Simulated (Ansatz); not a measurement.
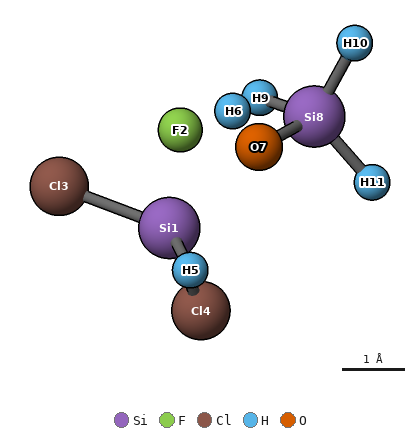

*The starting structure (ball-and-stick view, seen at a tilt; atoms are numbered from 1 in the order of the input).*

Bond lengths as drawn: Cl–Si 1.99 to 2.03 Å, H–Si 1.44 to 1.46 Å and O–Si 1.63 Å.

## Molecular dynamics of Si2H5Cl2OF (part 1 of 2)

The run: molecular dynamics of Si2H5Cl2OF. Method and program: UKS PBE-D4/STO-3G (Ansatz 0.2.0).

It belongs to a series of runs on one base structure; here: dynamics from the start. Figures and captions count atoms from 1; the log counts them from 0 in places.

The input:
```yaml
crystal:
  periodic: [false, false, false]
  atoms:
    - { symbol: Si, position_ang: [-0.3727, 0.9105, -1.3364] }
    - { symbol: F, position_ang: [1.5124, 1.3936, -0.8615] }
    - { symbol: Cl, position_ang: [0.3349, -0.1391, -2.8693] }
    - { symbol: Cl, position_ang: [-2.2645, 0.2294, -1.0659] }
    - { symbol: H, position_ang: [-0.5295, 2.3384, -1.2518] }
    - { symbol: H, position_ang: [1.2877, 0.6914, 0.0876] }
    - { symbol: O, position_ang: [0.2478, 0.0471, 0.433] }
    - { symbol: Si, position_ang: [-0.0191, -1.1476, 1.5047] }
    - { symbol: H, position_ang: [-0.0528, -2.4226, 0.7923] }
    - { symbol: H, position_ang: [1.1384, -1.0329, 2.3894] }
    - { symbol: H, position_ang: [-1.2827, -0.8681, 2.1779] }
magnetization:
  spin_polarized: true
basis:
  gaussian: { orbitals: STO-3G }
hamiltonian:
  xc: pbe
  dispersion: d4
md:
  timestep: 0.5
  n_steps: 150
  ensemble: nve
  temperature: 600.0
  initial_velocities: maxwell_boltzmann
  seed: 505613
```

Command:
```bash
ansatz run input.yaml --threads 1 --pin off --max-ram 2048MiB --backend cpu --events-out ev --progress --plain --runs-dir out
```

The program's output:
```
Engine: ansatz 0.2.0, aarch64-unknown-linux-gnu
Functional definition: PBE
  parameter kappa = 0.804
  parameter beta = 0.06672455060314922
  exchange = pbe_x(kappa = kappa, mu = beta*pi^2/3)
  correlation = pbe_c(beta = beta)
679 factors; integrals over basis functions are off by at most 9.8e-6 eV
mean field evaluation 1: about -45094.3827 eV, gradient 2.7e1 eV
mean field evaluation 2: about -45087.9806 eV, gradient 4.3e1 eV
mean field evaluation 4: about -45099.7322 eV, gradient 4.6e0 eV
mean field evaluation 8: about -45099.8108 eV, gradient 3.2e-1 eV
mean field evaluation 16: about -45099.8116 eV, gradient 1.2e-5 eV
mean field -45099.81163135 eV, -1657.3875077018 hartree, gradient 1.2e-5 eV, S^2 0.000000; 0 other end points of the search recorded, 0 dependent functions left out
the calculation of the forces begins
reference -45099.81165525 eV, -1657.3875085800 hartree; 42, 42 occupied and 9, 9 virtual orbitals, 679 factors
md step     0: t =     0.00 fs  T =   600.0 K  F+E_penalty+E_count = -45100.15044104 eV  E_kin = 0.698004 eV  conserved = -45099.45243705 eV  (26 SCF iters)
these checks for a lower state are left out or cut short: starts, cluster_reference, orbital_swaps, neighbouring_geometries, increment
679 factors; integrals over basis functions are off by at most 9.6e-6 eV
mean field -45099.79333237 eV, -1657.3868352269 hartree, gradient 2.0e-5 eV, S^2 0.000000; 0 other end points of the search recorded, 0 dependent functions left out
the calculation of the forces begins
reference -45099.79335629 eV, -1657.3868361058 hartree; 42, 42 occupied and 9, 9 virtual orbitals, 679 factors
md step     1: t =     0.50 fs  T =   584.0 K  F+E_penalty+E_count = -45100.13182567 eV  E_kin = 0.679428 eV  conserved = -45099.45239814 eV  (28 SCF iters, 3 dispersion substeps)
[... from here on the SCF iterations and repeated set-up lines of each step are left out, up to the last step ...]
md step     2: t =     1.00 fs  T =   571.1 K  F+E_penalty+E_count = -45100.11659258 eV  E_kin = 0.664368 eV  conserved = -45099.45222456 eV  (28 SCF iters, 3 dispersion substeps)
md step     3: t =     1.50 fs  T =   563.2 K  F+E_penalty+E_count = -45100.10716950 eV  E_kin = 0.655186 eV  conserved = -45099.45198352 eV  (28 SCF iters, 3 dispersion substeps)
md step     4: t =     2.00 fs  T =   563.3 K  F+E_penalty+E_count = -45100.10709196 eV  E_kin = 0.655338 eV  conserved = -45099.45175434 eV  (28 SCF iters, 3 dispersion substeps)
md step     5: t =     2.50 fs  T =   574.4 K  F+E_penalty+E_count = -45100.11978696 eV  E_kin = 0.668180 eV  conserved = -45099.45160745 eV  (28 SCF iters, 3 dispersion substeps)
md step     6: t =     3.00 fs  T =   598.2 K  F+E_penalty+E_count = -45100.14749078 eV  E_kin = 0.695905 eV  conserved = -45099.45158585 eV  (28 SCF iters, 3 dispersion substeps)
md step     7: t =     3.50 fs  T =   635.1 K  F+E_penalty+E_count = -45100.19055955 eV  E_kin = 0.738860 eV  conserved = -45099.45169942 eV  (28 SCF iters, 3 dispersion substeps)
md step     8: t =     4.00 fs  T =   683.7 K  F+E_penalty+E_count = -45100.24728468 eV  E_kin = 0.795355 eV  conserved = -45099.45192961 eV  (28 SCF iters, 3 dispersion substeps)
md step     9: t =     4.50 fs  T =   740.9 K  F+E_penalty+E_count = -45100.31418536 eV  E_kin = 0.861954 eV  conserved = -45099.45223153 eV  (28 SCF iters, 3 dispersion substeps)
md step    10: t =     5.00 fs  T =   803.0 K  F+E_penalty+E_count = -45100.38667850 eV  E_kin = 0.934129 eV  conserved = -45099.45254949 eV  (28 SCF iters, 3 dispersion substeps)
md step    11: t =     5.50 fs  T =   865.7 K  F+E_penalty+E_count = -45100.45993696 eV  E_kin = 1.007110 eV  conserved = -45099.45282730 eV  (28 SCF iters, 3 dispersion substeps)
md step    12: t =     6.00 fs  T =   925.6 K  F+E_penalty+E_count = -45100.52975507 eV  E_kin = 1.076735 eV  conserved = -45099.45302057 eV  (28 SCF iters, 3 dispersion substeps)
md step    13: t =     6.50 fs  T =   980.0 K  F+E_penalty+E_count = -45100.59322408 eV  E_kin = 1.140118 eV  conserved = -45099.45310617 eV  (28 SCF iters, 3 dispersion substeps)
md step    14: t =     7.00 fs  T =  1028.0 K  F+E_penalty+E_count = -45100.64904528 eV  E_kin = 1.195947 eV  conserved = -45099.45309834 eV  (28 SCF iters, 3 dispersion substeps)
md step    15: t =     7.50 fs  T =  1069.6 K  F+E_penalty+E_count = -45100.69733081 eV  E_kin = 1.244291 eV  conserved = -45099.45303984 eV  (28 SCF iters, 3 dispersion substeps)
md step    16: t =     8.00 fs  T =  1105.4 K  F+E_penalty+E_count = -45100.73895573 eV  E_kin = 1.285973 eV  conserved = -45099.45298246 eV  (28 SCF iters, 3 dispersion substeps)
md step    17: t =     8.50 fs  T =  1136.2 K  F+E_penalty+E_count = -45100.77475536 eV  E_kin = 1.321793 eV  conserved = -45099.45296200 eV  (28 SCF iters, 3 dispersion substeps)
md step    18: t =     9.00 fs  T =  1162.2 K  F+E_penalty+E_count = -45100.80499170 eV  E_kin = 1.352017 eV  conserved = -45099.45297470 eV  (26 SCF iters, 3 dispersion substeps)
md step    19: t =     9.50 fs  T =  1183.1 K  F+E_penalty+E_count = -45100.82938134 eV  E_kin = 1.376391 eV  conserved = -45099.45299060 eV  (27 SCF iters, 3 dispersion substeps)
md step    20: t =    10.00 fs  T =  1198.7 K  F+E_penalty+E_count = -45100.84753017 eV  E_kin = 1.394543 eV  conserved = -45099.45298720 eV  (27 SCF iters, 3 dispersion substeps)
md step    21: t =    10.50 fs  T =  1208.9 K  F+E_penalty+E_count = -45100.85930562 eV  E_kin = 1.406337 eV  conserved = -45099.45296831 eV  (27 SCF iters, 3 dispersion substeps)
md step    22: t =    11.00 fs  T =  1213.6 K  F+E_penalty+E_count = -45100.86480462 eV  E_kin = 1.411837 eV  conserved = -45099.45296770 eV  (27 SCF iters, 3 dispersion substeps)
md step    23: t =    11.50 fs  T =  1212.8 K  F+E_penalty+E_count = -45100.86394159 eV  E_kin = 1.410935 eV  conserved = -45099.45300680 eV  (27 SCF iters, 3 dispersion substeps)
md step    24: t =    12.00 fs  T =  1206.0 K  F+E_penalty+E_count = -45100.85611668 eV  E_kin = 1.403035 eV  conserved = -45099.45308151 eV  (27 SCF iters, 3 dispersion substeps)
md step    25: t =    12.50 fs  T =  1192.4 K  F+E_penalty+E_count = -45100.84030630 eV  E_kin = 1.387157 eV  conserved = -45099.45314959 eV  (27 SCF iters, 3 dispersion substeps)
md step    26: t =    13.00 fs  T =  1171.2 K  F+E_penalty+E_count = -45100.81566611 eV  E_kin = 1.362512 eV  conserved = -45099.45315407 eV  (28 SCF iters, 3 dispersion substeps)
md step    27: t =    13.50 fs  T =  1142.6 K  F+E_penalty+E_count = -45100.78233330 eV  E_kin = 1.329274 eV  conserved = -45099.45305936 eV  (28 SCF iters, 3 dispersion substeps)
md step    28: t =    14.00 fs  T =  1108.1 K  F+E_penalty+E_count = -45100.74196435 eV  E_kin = 1.289104 eV  conserved = -45099.45286005 eV  (27 SCF iters, 3 dispersion substeps)
md step    29: t =    14.50 fs  T =  1070.3 K  F+E_penalty+E_count = -45100.69774062 eV  E_kin = 1.245143 eV  conserved = -45099.45259736 eV  (28 SCF iters, 3 dispersion substeps)
md step    30: t =    15.00 fs  T =  1032.7 K  F+E_penalty+E_count = -45100.65375491 eV  E_kin = 1.201418 eV  conserved = -45099.45233665 eV  (28 SCF iters, 3 dispersion substeps)
md step    31: t =    15.50 fs  T =   998.7 K  F+E_penalty+E_count = -45100.61402558 eV  E_kin = 1.161881 eV  conserved = -45099.45214506 eV  (28 SCF iters, 3 dispersion substeps)
md step    32: t =    16.00 fs  T =   970.8 K  F+E_penalty+E_count = -45100.58148306 eV  E_kin = 1.129411 eV  conserved = -45099.45207168 eV  (27 SCF iters, 3 dispersion substeps)
md step    33: t =    16.50 fs  T =   950.0 K  F+E_penalty+E_count = -45100.55726276 eV  E_kin = 1.105138 eV  conserved = -45099.45212523 eV  (27 SCF iters, 3 dispersion substeps)
md step    34: t =    17.00 fs  T =   935.5 K  F+E_penalty+E_count = -45100.54056210 eV  E_kin = 1.088285 eV  conserved = -45099.45227703 eV  (27 SCF iters, 3 dispersion substeps)
md step    35: t =    17.50 fs  T =   925.5 K  F+E_penalty+E_count = -45100.52911122 eV  E_kin = 1.076650 eV  conserved = -45099.45246138 eV  (27 SCF iters, 3 dispersion substeps)
md step    36: t =    18.00 fs  T =   917.7 K  F+E_penalty+E_count = -45100.52018737 eV  E_kin = 1.067591 eV  conserved = -45099.45259612 eV  (26 SCF iters, 3 dispersion substeps)
md step    37: t =    18.50 fs  T =   910.5 K  F+E_penalty+E_count = -45100.51187945 eV  E_kin = 1.059268 eV  conserved = -45099.45261102 eV  (27 SCF iters, 3 dispersion substeps)
md step    38: t =    19.00 fs  T =   904.0 K  F+E_penalty+E_count = -45100.50412040 eV  E_kin = 1.051629 eV  conserved = -45099.45249113 eV  (26 SCF iters, 3 dispersion substeps)
md step    39: t =    19.50 fs  T =   899.6 K  F+E_penalty+E_count = -45100.49885389 eV  E_kin = 1.046546 eV  conserved = -45099.45230753 eV  (28 SCF iters, 3 dispersion substeps)
md step    40: t =    20.00 fs  T =   899.8 K  F+E_penalty+E_count = -45100.49892701 eV  E_kin = 1.046731 eV  conserved = -45099.45219564 eV  (27 SCF iters, 3 dispersion substeps)
md step    41: t =    20.50 fs  T =   905.8 K  F+E_penalty+E_count = -45100.50606599 eV  E_kin = 1.053795 eV  conserved = -45099.45227126 eV  (28 SCF iters, 3 dispersion substeps)
md step    42: t =    21.00 fs  T =   916.9 K  F+E_penalty+E_count = -45100.51918667 eV  E_kin = 1.066648 eV  conserved = -45099.45253845 eV  (27 SCF iters, 3 dispersion substeps)
md step    43: t =    21.50 fs  T =   929.7 K  F+E_penalty+E_count = -45100.53437247 eV  E_kin = 1.081505 eV  conserved = -45099.45286721 eV  (27 SCF iters, 3 dispersion substeps)
md step    44: t =    22.00 fs  T =   940.1 K  F+E_penalty+E_count = -45100.54674566 eV  E_kin = 1.093660 eV  conserved = -45099.45308558 eV  (27 SCF iters, 3 dispersion substeps)
md step    45: t =    22.50 fs  T =   945.5 K  F+E_penalty+E_count = -45100.55297295 eV  E_kin = 1.099880 eV  conserved = -45099.45309275 eV  (27 SCF iters, 3 dispersion substeps)
md step    46: t =    23.00 fs  T =   945.4 K  F+E_penalty+E_count = -45100.55275725 eV  E_kin = 1.099843 eV  conserved = -45099.45291440 eV  (27 SCF iters, 3 dispersion substeps)
md step    47: t =    23.50 fs  T =   942.0 K  F+E_penalty+E_count = -45100.54849131 eV  E_kin = 1.095813 eV  conserved = -45099.45267855 eV  (27 SCF iters, 3 dispersion substeps)
md step    48: t =    24.00 fs  T =   937.8 K  F+E_penalty+E_count = -45100.54345034 eV  E_kin = 1.090926 eV  conserved = -45099.45252431 eV  (27 SCF iters, 3 dispersion substeps)
md step    49: t =    24.50 fs  T =   934.5 K  F+E_penalty+E_count = -45100.53971540 eV  E_kin = 1.087179 eV  conserved = -45099.45253650 eV  (27 SCF iters, 3 dispersion substeps)
md step    50: t =    25.00 fs  T =   932.0 K  F+E_penalty+E_count = -45100.53693097 eV  E_kin = 1.084227 eV  conserved = -45099.45270381 eV  (27 SCF iters, 3 dispersion substeps)
md step    51: t =    25.50 fs  T =   928.0 K  F+E_penalty+E_count = -45100.53246159 eV  E_kin = 1.079523 eV  conserved = -45099.45293896 eV  (27 SCF iters, 3 dispersion substeps)
md step    52: t =    26.00 fs  T =   919.4 K  F+E_penalty+E_count = -45100.52267287 eV  E_kin = 1.069541 eV  conserved = -45099.45313194 eV  (27 SCF iters, 3 dispersion substeps)
md step    53: t =    26.50 fs  T =   903.7 K  F+E_penalty+E_count = -45100.50455694 eV  E_kin = 1.051350 eV  conserved = -45099.45320644 eV  (28 SCF iters, 3 dispersion substeps)
md step    54: t =    27.00 fs  T =   880.0 K  F+E_penalty+E_count = -45100.47690075 eV  E_kin = 1.023760 eV  conserved = -45099.45314054 eV  (28 SCF iters, 3 dispersion substeps)
md step    55: t =    27.50 fs  T =   849.0 K  F+E_penalty+E_count = -45100.44062163 eV  E_kin = 0.987655 eV  conserved = -45099.45296703 eV  (28 SCF iters, 3 dispersion substeps)
md step    56: t =    28.00 fs  T =   812.8 K  F+E_penalty+E_count = -45100.39831756 eV  E_kin = 0.945578 eV  conserved = -45099.45273962 eV  (28 SCF iters, 3 dispersion substeps)
md step    57: t =    28.50 fs  T =   774.4 K  F+E_penalty+E_count = -45100.35342875 eV  E_kin = 0.900908 eV  conserved = -45099.45252028 eV  (28 SCF iters, 3 dispersion substeps)
md step    58: t =    29.00 fs  T =   736.7 K  F+E_penalty+E_count = -45100.30936097 eV  E_kin = 0.857015 eV  conserved = -45099.45234589 eV  (28 SCF iters, 3 dispersion substeps)
md step    59: t =    29.50 fs  T =   702.0 K  F+E_penalty+E_count = -45100.26889865 eV  E_kin = 0.816669 eV  conserved = -45099.45222956 eV  (27 SCF iters, 3 dispersion substeps)
md step    60: t =    30.00 fs  T =   672.0 K  F+E_penalty+E_count = -45100.23396859 eV  E_kin = 0.781804 eV  conserved = -45099.45216418 eV  (27 SCF iters, 3 dispersion substeps)
md step    61: t =    30.50 fs  T =   647.8 K  F+E_penalty+E_count = -45100.20571288 eV  E_kin = 0.753579 eV  conserved = -45099.45213372 eV  (27 SCF iters, 3 dispersion substeps)
md step    62: t =    31.00 fs  T =   629.8 K  F+E_penalty+E_count = -45100.18473279 eV  E_kin = 0.732615 eV  conserved = -45099.45211815 eV  (27 SCF iters, 3 dispersion substeps)
md step    63: t =    31.50 fs  T =   618.3 K  F+E_penalty+E_count = -45100.17138679 eV  E_kin = 0.719285 eV  conserved = -45099.45210181 eV  (28 SCF iters, 3 dispersion substeps)
md step    64: t =    32.00 fs  T =   613.7 K  F+E_penalty+E_count = -45100.16603533 eV  E_kin = 0.713961 eV  conserved = -45099.45207429 eV  (27 SCF iters, 3 dispersion substeps)
md step    65: t =    32.50 fs  T =   616.4 K  F+E_penalty+E_count = -45100.16917132 eV  E_kin = 0.717133 eV  conserved = -45099.45203806 eV  (27 SCF iters, 3 dispersion substeps)
md step    66: t =    33.00 fs  T =   626.9 K  F+E_penalty+E_count = -45100.18135628 eV  E_kin = 0.729343 eV  conserved = -45099.45201344 eV  (28 SCF iters, 3 dispersion substeps)
md step    67: t =    33.50 fs  T =   645.4 K  F+E_penalty+E_count = -45100.20290681 eV  E_kin = 0.750875 eV  conserved = -45099.45203214 eV  (27 SCF iters, 3 dispersion substeps)
md step    68: t =    34.00 fs  T =   671.6 K  F+E_penalty+E_count = -45100.23338832 eV  E_kin = 0.781259 eV  conserved = -45099.45212973 eV  (28 SCF iters, 3 dispersion substeps)
md step    69: t =    34.50 fs  T =   703.8 K  F+E_penalty+E_count = -45100.27111412 eV  E_kin = 0.818797 eV  conserved = -45099.45231677 eV  (28 SCF iters, 3 dispersion substeps)
md step    70: t =    35.00 fs  T =   739.7 K  F+E_penalty+E_count = -45100.31303147 eV  E_kin = 0.860471 eV  conserved = -45099.45256067 eV  (28 SCF iters, 3 dispersion substeps)
md step    71: t =    35.50 fs  T =   775.8 K  F+E_penalty+E_count = -45100.35526345 eV  E_kin = 0.902481 eV  conserved = -45099.45278225 eV  (28 SCF iters, 3 dispersion substeps)
md step    72: t =    36.00 fs  T =   809.2 K  F+E_penalty+E_count = -45100.39426684 eV  E_kin = 0.941368 eV  conserved = -45099.45289924 eV  (28 SCF iters, 3 dispersion substeps)
md step    73: t =    36.50 fs  T =   838.3 K  F+E_penalty+E_count = -45100.42807856 eV  E_kin = 0.975214 eV  conserved = -45099.45286463 eV  (28 SCF iters, 3 dispersion substeps)
md step    74: t =    37.00 fs  T =   863.3 K  F+E_penalty+E_count = -45100.45701115 eV  E_kin = 1.004312 eV  conserved = -45099.45269914 eV  (28 SCF iters, 3 dispersion substeps)
md step    75: t =    37.50 fs  T =   886.1 K  F+E_penalty+E_count = -45100.48335838 eV  E_kin = 1.030873 eV  conserved = -45099.45248532 eV  (28 SCF iters, 3 dispersion substeps)
md step    76: t =    38.00 fs  T =   909.4 K  F+E_penalty+E_count = -45100.51020719 eV  E_kin = 1.057884 eV  conserved = -45099.45232366 eV  (27 SCF iters, 3 dispersion substeps)
md step    77: t =    38.50 fs  T =   935.0 K  F+E_penalty+E_count = -45100.53995736 eV  E_kin = 1.087674 eV  conserved = -45099.45228291 eV  (27 SCF iters, 3 dispersion substeps)
md step    78: t =    39.00 fs  T =   963.5 K  F+E_penalty+E_count = -45100.57329214 eV  E_kin = 1.120922 eV  conserved = -45099.45237024 eV  (26 SCF iters, 3 dispersion substeps)
md step    79: t =    39.50 fs  T =   994.1 K  F+E_penalty+E_count = -45100.60904227 eV  E_kin = 1.156509 eV  conserved = -45099.45253285 eV  (27 SCF iters, 3 dispersion substeps)
md step    80: t =    40.00 fs  T =  1024.8 K  F+E_penalty+E_count = -45100.64486451 eV  E_kin = 1.192155 eV  conserved = -45099.45270930 eV  (28 SCF iters, 3 dispersion substeps)
md step    81: t =    40.50 fs  T =  1053.3 K  F+E_penalty+E_count = -45100.67816340 eV  E_kin = 1.225312 eV  conserved = -45099.45285159 eV  (28 SCF iters, 3 dispersion substeps)
md step    82: t =    41.00 fs  T =  1077.8 K  F+E_penalty+E_count = -45100.70677746 eV  E_kin = 1.253823 eV  conserved = -45099.45295407 eV  (28 SCF iters, 3 dispersion substeps)
md step    83: t =    41.50 fs  T =  1096.9 K  F+E_penalty+E_count = -45100.72914228 eV  E_kin = 1.276115 eV  conserved = -45099.45302758 eV  (28 SCF iters, 3 dispersion substeps)
md step    84: t =    42.00 fs  T =  1109.8 K  F+E_penalty+E_count = -45100.74411946 eV  E_kin = 1.291027 eV  conserved = -45099.45309293 eV  (27 SCF iters, 3 dispersion substeps)
md step    85: t =    42.50 fs  T =  1115.4 K  F+E_penalty+E_count = -45100.75073096 eV  E_kin = 1.297570 eV  conserved = -45099.45316111 eV  (27 SCF iters, 3 dispersion substeps)
md step    86: t =    43.00 fs  T =  1113.0 K  F+E_penalty+E_count = -45100.74804255 eV  E_kin = 1.294814 eV  conserved = -45099.45322843 eV  (27 SCF iters, 3 dispersion substeps)
md step    87: t =    43.50 fs  T =  1102.0 K  F+E_penalty+E_count = -45100.73525086 eV  E_kin = 1.281966 eV  conserved = -45099.45328500 eV  (27 SCF iters, 3 dispersion substeps)
md step    88: t =    44.00 fs  T =  1081.8 K  F+E_penalty+E_count = -45100.71186746 eV  E_kin = 1.258545 eV  conserved = -45099.45332257 eV  (27 SCF iters, 3 dispersion substeps)
md step    89: t =    44.50 fs  T =  1052.6 K  F+E_penalty+E_count = -45100.67785850 eV  E_kin = 1.224527 eV  conserved = -45099.45333148 eV  (27 SCF iters, 3 dispersion substeps)
md step    90: t =    45.00 fs  T =  1014.7 K  F+E_penalty+E_count = -45100.63374445 eV  E_kin = 1.180422 eV  conserved = -45099.45332270 eV  (28 SCF iters, 3 dispersion substeps)
md step    91: t =    45.50 fs  T =   969.1 K  F+E_penalty+E_count = -45100.58066301 eV  E_kin = 1.127397 eV  conserved = -45099.45326592 eV  (27 SCF iters, 3 dispersion substeps)
md step    92: t =    46.00 fs  T =   917.7 K  F+E_penalty+E_count = -45100.52074350 eV  E_kin = 1.067633 eV  conserved = -45099.45311075 eV  (27 SCF iters, 3 dispersion substeps)
md step    93: t =    46.50 fs  T =   863.9 K  F+E_penalty+E_count = -45100.45777750 eV  E_kin = 1.004978 eV  conserved = -45099.45279964 eV  (27 SCF iters, 3 dispersion substeps)
md step    94: t =    47.00 fs  T =   812.8 K  F+E_penalty+E_count = -45100.39792902 eV  E_kin = 0.945609 eV  conserved = -45099.45232009 eV  (27 SCF iters, 3 dispersion substeps)
md step    95: t =    47.50 fs  T =   771.8 K  F+E_penalty+E_count = -45100.34965692 eV  E_kin = 0.897876 eV  conserved = -45099.45178139 eV  (27 SCF iters, 3 dispersion substeps)
md step    96: t =    48.00 fs  T =   748.2 K  F+E_penalty+E_count = -45100.32184915 eV  E_kin = 0.870424 eV  conserved = -45099.45142548 eV  (28 SCF iters, 3 dispersion substeps)
md step    97: t =    48.50 fs  T =   746.7 K  F+E_penalty+E_count = -45100.32017151 eV  E_kin = 0.868673 eV  conserved = -45099.45149805 eV  (26 SCF iters, 3 dispersion substeps)
md step    98: t =    49.00 fs  T =   766.4 K  F+E_penalty+E_count = -45100.34359369 eV  E_kin = 0.891561 eV  conserved = -45099.45203228 eV  (28 SCF iters, 3 dispersion substeps)
md step    99: t =    49.50 fs  T =   800.5 K  F+E_penalty+E_count = -45100.38403256 eV  E_kin = 0.931245 eV  conserved = -45099.45278732 eV  (28 SCF iters, 3 dispersion substeps)
md step   100: t =    50.00 fs  T =   839.4 K  F+E_penalty+E_count = -45100.42994592 eV  E_kin = 0.976547 eV  conserved = -45099.45339867 eV  (27 SCF iters, 3 dispersion substeps)
md step   101: t =    50.50 fs  T =   874.9 K  F+E_penalty+E_count = -45100.47145169 eV  E_kin = 1.017769 eV  conserved = -45099.45368256 eV  (27 SCF iters, 3 dispersion substeps)
md step   102: t =    51.00 fs  T =   902.2 K  F+E_penalty+E_count = -45100.50325653 eV  E_kin = 1.049572 eV  conserved = -45099.45368474 eV  (27 SCF iters, 3 dispersion substeps)
md step   103: t =    51.50 fs  T =   920.4 K  F+E_penalty+E_count = -45100.52427877 eV  E_kin = 1.070709 eV  conserved = -45099.45356981 eV  (27 SCF iters, 3 dispersion substeps)
md step   104: t =    52.00 fs  T =   930.1 K  F+E_penalty+E_count = -45100.53546251 eV  E_kin = 1.081996 eV  conserved = -45099.45346604 eV  (27 SCF iters, 3 dispersion substeps)
```
